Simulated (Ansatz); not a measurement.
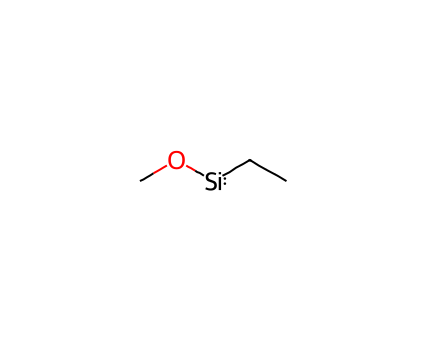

Question: Give its SMILES.

Answer: CC[Si]OC

Question: What is the molecular formula?

Answer: C3H8OSi.

Question: An optimisation with PBE0-D4/def2-TZVP gave a structure of which point group?

Answer: C1. Other conformers may differ.

More results for the same structure follow; atom numbers are the same in all pictures, views and colours differ. Computed geometry: PBE0-D4/def2-TZVP optimisation.

Shape

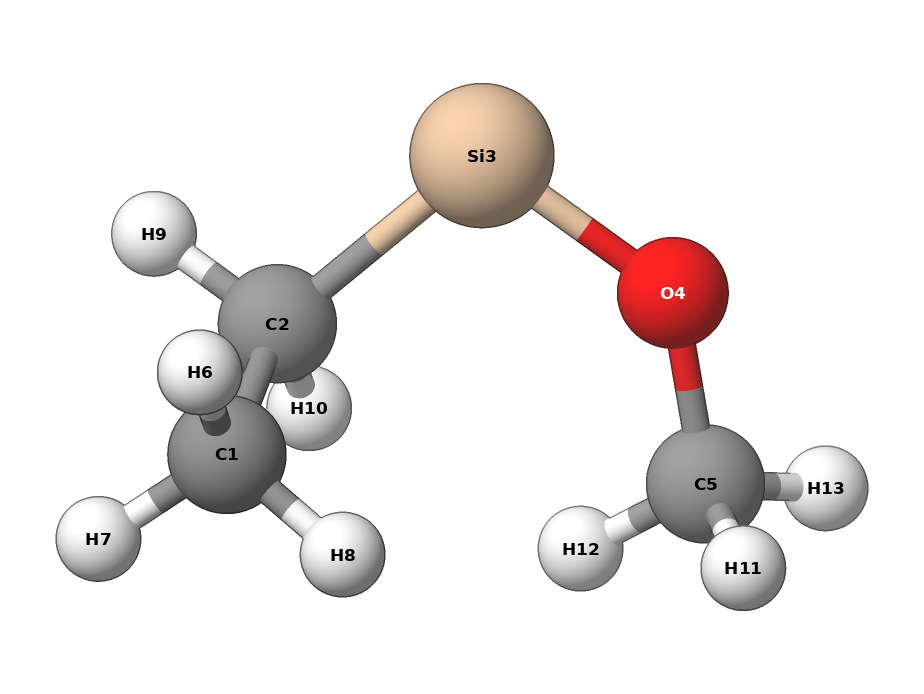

Numbered structure.

Give the bond lengths.

| bond | length (Å) | order |
| --- | --- | --- |
| C1–C2 | 1.533 | single |
| C1–H6 | 1.095 | single |
| C1–H7 | 1.093 | single |
| C1–H8 | 1.093 | single |
| C2–Si3 | 1.914 | single |
| C2–H9 | 1.096 | single |
| C2–H10 | 1.096 | single |
| Si3–O4 | 1.646 | single |
| O4–C5 | 1.407 | single |
| C5–H11 | 1.093 | single |
| C5–H12 | 1.094 | single |
| C5–H13 | 1.092 | single |

Levels of theory compared

Program: Ansatz 0.2.0.

Compare HOMO energy (eV), HOMO–LUMO gap (eV) at these levels: B3LYP-D4/def2-TZVPP; B97M-V/def2-TZVPP; BLYP-D4/def2-TZVPP; HSE06-D4/def2-TZVPP; SPW92 (LDA)/def2-TZVPP; r2SCAN-D4/def2-TZVPP; ωB97M-V/def2-SVP; ωB97X-V/def2-TZVPP.

```json
{"level": "B3LYP-D4/def2-TZVPP", "HOMO energy (eV)": "−5.83", "HOMO–LUMO gap (eV)": "4.12"}
{"level": "B97M-V/def2-TZVPP", "HOMO energy (eV)": "−5.21", "HOMO–LUMO gap (eV)": "3.00"}
{"level": "BLYP-D4/def2-TZVPP", "HOMO energy (eV)": "−4.81", "HOMO–LUMO gap (eV)": "2.61"}
{"level": "HSE06-D4/def2-TZVPP", "HOMO energy (eV)": "−5.60", "HOMO–LUMO gap (eV)": "3.71"}
{"level": "SPW92 (LDA)/def2-TZVPP", "HOMO energy (eV)": "−5.02", "HOMO–LUMO gap (eV)": "2.50"}
{"level": "r2SCAN-D4/def2-TZVPP", "HOMO energy (eV)": "−5.12", "HOMO–LUMO gap (eV)": "2.89"}
{"level": "ωB97M-V/def2-SVP", "HOMO energy (eV)": "−8.00", "HOMO–LUMO gap (eV)": "8.67"}
{"level": "ωB97X-V/def2-TZVPP", "HOMO energy (eV)": "−8.25", "HOMO–LUMO gap (eV)": "8.81"}
```

Charges

The questions are on Mulliken charges. Method: RKS PBE0-D4/def2-TZVP (Ansatz 0.2.0).

List the Mulliken charges.

```
atom  value (e)
  C1      −0.39
  C2      −0.35
 Si3       0.25
  O4      −0.29
  C5      −0.22
  H6       0.13
  H7       0.13
  H8       0.13
  H9       0.12
 H10       0.12
 H11       0.13
 H12       0.11
 H13       0.13
```

Vibrations

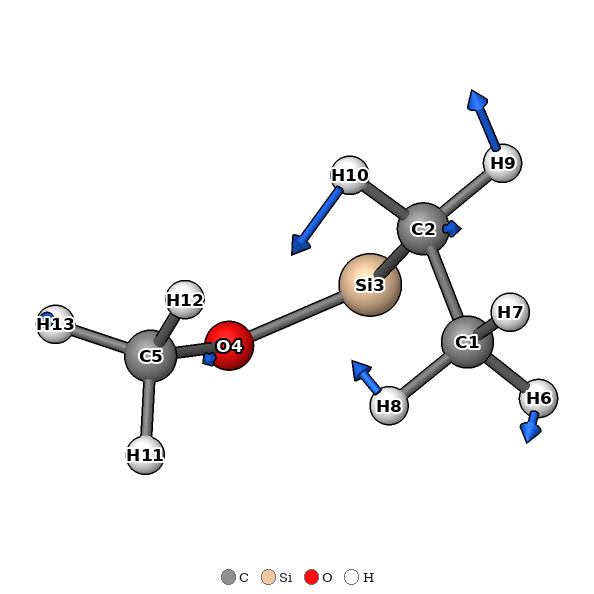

The arrows show one normal mode. Harmonic vibrations computed with RKS PBE0-D4/def2-TZVP (Ansatz 0.2.0) at a stationary point of the same level.

Question: Describe the motion.

Answer: Mostly H–C–Si bending.

Question: Estimate its harmonic wavenumber.

Answer: 682 cm⁻¹; it is mode 9 of 33 counted from the lowest.

Mulliken values depend strongly on the basis set and can even reverse the polarity of a bond.
